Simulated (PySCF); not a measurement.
## Electronic structure of C₆H₇F₃N₂S in real space

The calculation's input:

```
{"job": {"kind": "nmr", "xc": "PBE0", "basis": "pcSseg-1"}, "charge": 0, "multiplicity": 1}
C     -1.864946    -0.599454    -0.778328
C     -0.852265    -0.113516     0.261577
C     -1.468071     0.943612     1.181432
C      0.339538     0.453127    -0.426246
S      0.278976     1.805625    -1.479586
N      1.910834     1.734018    -1.754169
N      2.481322     0.806938    -1.138267
C      1.663897     0.055400    -0.380722
C      2.192189    -1.091731     0.416991
F      1.940516    -0.942252     1.733855
F      1.605422    -2.254954     0.067436
F      3.502695    -1.263003     0.287380
H     -2.222183     0.234676    -1.379281
H     -2.713106    -1.059642    -0.279027
H     -1.410655    -1.337429    -1.435764
H     -0.529716    -0.965772     0.867742
H     -2.309985     0.517934     1.720261
H     -0.735827     1.291218     1.906772
H     -1.818438     1.794455     0.600484
```

Command:

```sh
OMP_NUM_THREADS=1 python probes_run.py task.json out
```

Geometry: GFN2-xTB.

Theory: PySCF, PBE0/pcSseg-1, SCF density, gas phase, non-relativistic.

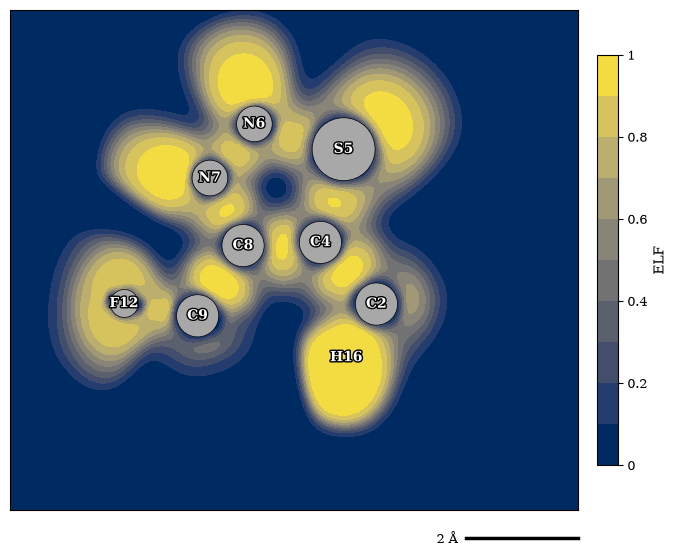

Figure 1. Electron localisation function on the plane of atoms C2, C4 and S5. Grey discs cover the atomic cores.

> What does the map show?

Atoms in the plane: C, S, N, F and H. N–N (1.25 Å): the ELF peaks at about 0.90 between the atoms, as expected for localised, covalent bonding. C–F (1.33 Å): the ELF peaks at about 0.85 between the atoms; a shared but strongly polarised pair. C–N (1.34 Å): the ELF peaks at about 0.90 between the atoms (localised, covalent bonding). C–C (1.38 Å): the ELF peaks at about 0.95 between the atoms, as expected for localised, covalent bonding. S–N (1.66 Å): the ELF peaks at about 0.85 between the atoms; localised, covalent bonding. The ELF also peaks beside F12, N7, S5 and N6, away from the bonds: lone-pair regions.

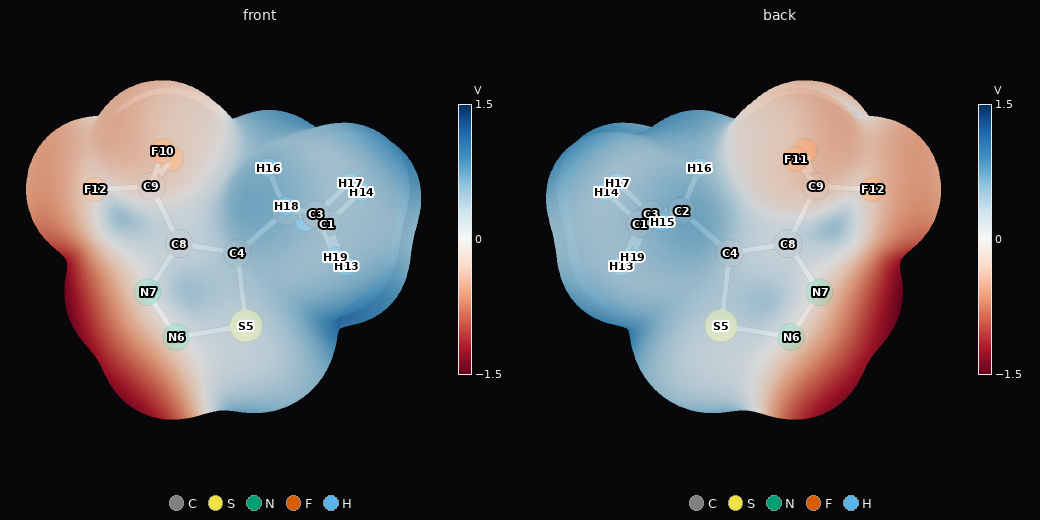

Figure 2. The electrostatic potential painted on the density surface at 0.001 e/bohr³, seen from the front and from behind; the colour scale runs from red (negative) to blue (positive).

> Where is the surface potential most negative and most positive?

The most negative region (about −1.4 V) lies over N7, the most positive (about +1.1 V) over S5, H13 and H19. N7 is the likeliest acceptor of a hydrogen bond.
